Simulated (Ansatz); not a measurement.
```yaml
crystal:
  periodic: [false, false, false]
  atoms:
    - {symbol: O, position_ang: [-0.737266, -0.522476, 1.424744]}
    - {symbol: W, position_ang: [0.057870, 0.015594, -0.096650]}
    - {symbol: O, position_ang: [1.565602, -0.751367, -0.156326]}
    - {symbol: F, position_ang: [-0.959554, -0.534649, -1.539666]}
    - {symbol: F, position_ang: [0.311280, 1.846439, -0.033376]}
basis:
  gaussian: {orbitals: def2-TZVPP}
hamiltonian: {xc: r2scan, dispersion: d4}
```

Geometry: moved along internal coordinates away from the minimum.

Work out the structure from the coordinates.

It has 5 atoms: 1 tungsten, 2 oxygen and 2 fluorine (WO₂F₂). SMILES: `[O]=[W](=[O])([F])[F]`. Coordination: 1 W tetrahedral.

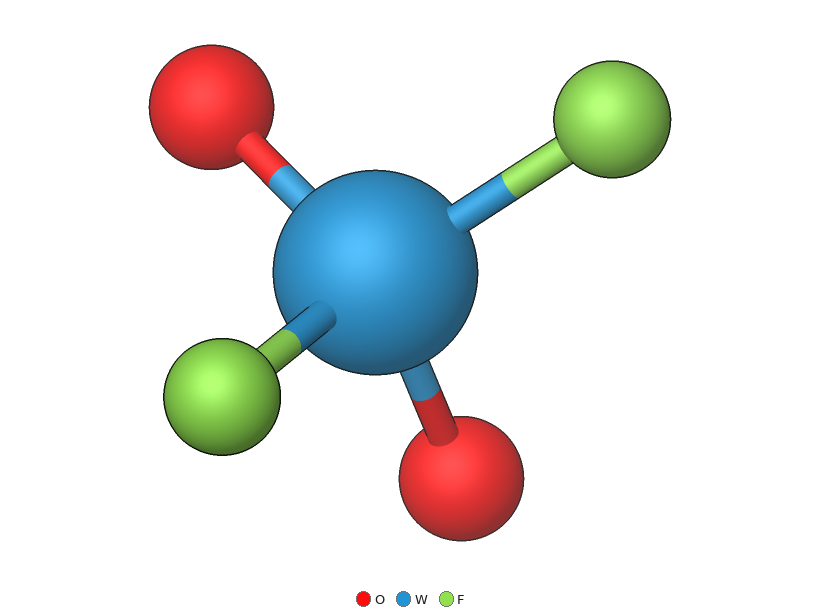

(Drawn from a calculation with Ansatz.)
